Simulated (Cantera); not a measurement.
A closed system holds: 1 mol SiC, 2.5 mol H₂, held at 1.28 Torr.

These are equilibrium values from Cantera (NASA tables, ideal gas, pure condensed phases), not measurements of a reactor. Candidate condensed phases: C, C₆H₆, C₇H₈, C₈H₁₈, Si, SiC; 99 gas species. Ions and electrons are included (thermal ionisation). Gases not in the tables: Si₂H₆ and higher silanes. The numbers say what is thermodynamically allowed, not how fast it happens.

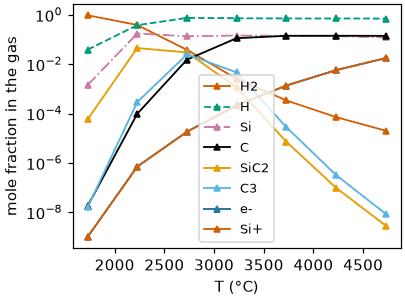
Figure: Equilibrium gas composition (values under 1e-9 drawn at 1e-9)

At 1727 °C the condensed part is SiC(s). At 2227 °C the condensed part is C(graphite). From 2727 °C to 4727 °C nothing is condensed. The main Si-bearing gas is Si throughout.
